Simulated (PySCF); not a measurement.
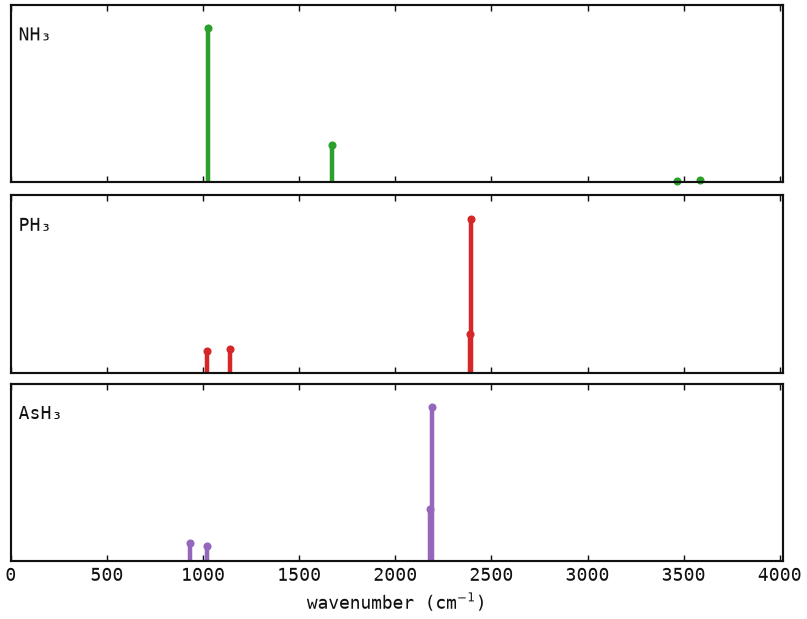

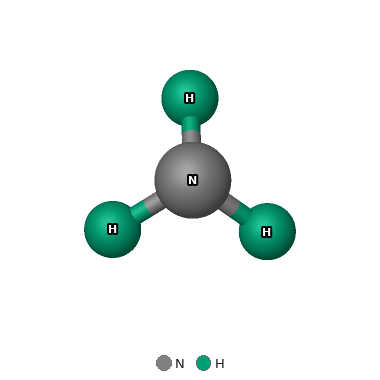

Harmonic infrared lines of NH₃, PH₃ and AsH₃, all C3v singlets, each the lowest point that its search found (NH₃ is drawn); the central atom changes down one group of the periodic table. B3LYP/def2-TZVP, PySCF 2.14.0, unscaled, no spin-orbit coupling; each panel is scaled to its strongest line, degenerate modes are one line with their intensities summed, and dots on the axis are modes too weak to show or inactive.

How do the bond length and the stretches change along the series?

Answer. Mean bond length: NH₃ 1.014, PH₃ 1.419, AsH₃ 1.525 Å, rising down the group. Highest e mode: NH₃ 3586, PH₃ 2396, AsH₃ 2189 cm⁻¹, falling down the group.

Limits of at least one run: no scalar relativity.
